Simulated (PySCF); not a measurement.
Vertical excitations of a molecule C3H5BO2 from TDDFT-M06-2X/def2-SVPD (PySCF), as energy in eV (oscillator strength): 5.14 (0.000), 6.25 (0.052), 6.53 (0.000), 6.96 (0.029), 7.04 (0.010), 7.83 (0.013), 7.93 (0.000), 8.34 (0.473), 8.36 (0.006), 8.64 (0.004). Lowest triplet (TDA): 4.85 eV. Coordinates come from a PBE-D3(BJ)/def2-SVP optimisation. Other conformers were not sampled.

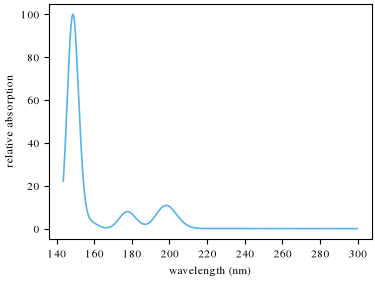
Figure. The lines broadened by 0.4 eV.

Question: Which structure fits?
A. C=C1OB(C)O1
B. CC1=CB(O)O1
C. CC#CB(O)O
D. C#CB(O)OC

Answer: C, CC#CB(O)O
